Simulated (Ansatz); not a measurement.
```yaml
atoms:
  - { symbol: S, position_ang: [-1.2995, -2.9130, 0.4327] }
  - { symbol: C, position_ang: [-0.4397, -1.3484, 0.7374] }
  - { symbol: C, position_ang: [0.2368, -0.7711, -0.4912] }
  - { symbol: C, position_ang: [1.0737, 0.4672, -0.1989] }
  - { symbol: C, position_ang: [0.3204, 1.6478, 0.3953] }
  - { symbol: S, position_ang: [-1.1028, 2.2207, -0.5709] }
  - { symbol: H, position_ang: [-2.2028, -2.4262, -0.4335] }
  - { symbol: H, position_ang: [-1.1469, -0.6433, 1.1774] }
  - { symbol: H, position_ang: [0.2979, -1.5889, 1.5091] }
  - { symbol: H, position_ang: [-0.5267, -0.5253, -1.2352] }
  - { symbol: H, position_ang: [0.8751, -1.5384, -0.9372] }
  - { symbol: H, position_ang: [1.8834, 0.2071, 0.4947] }
  - { symbol: H, position_ang: [1.5600, 0.7896, -1.1257] }
  - { symbol: H, position_ang: [0.9977, 2.4873, 0.5602] }
  - { symbol: H, position_ang: [-0.1055, 1.3950, 1.3693] }
  - { symbol: H, position_ang: [-0.4212, 2.5399, -1.6834] }
```

Geometry: PBE0-D4/def2-TZVP.

Method: Ansatz, RKS PBE0-D4/def2-TZVPP.

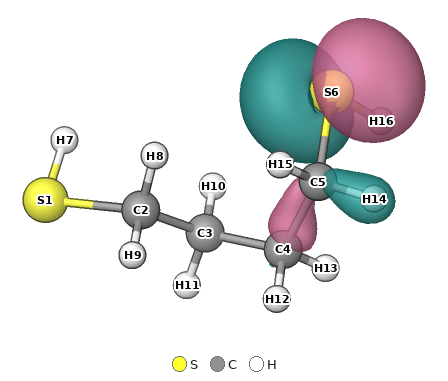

C4H10S2 (SMILES SCCCCS). The HOMO−1 at ±0.15 Å⁻³ᐟ² (teal and pink are the two phases), seen at a tilt.

**Where does this orbital lie, and at what energy?**

By Hirshfeld shares it lies mainly on S6 (about 80 %) and C5 (about 5 %); largely a lone pair of S6. Its energy is −6.93 eV.
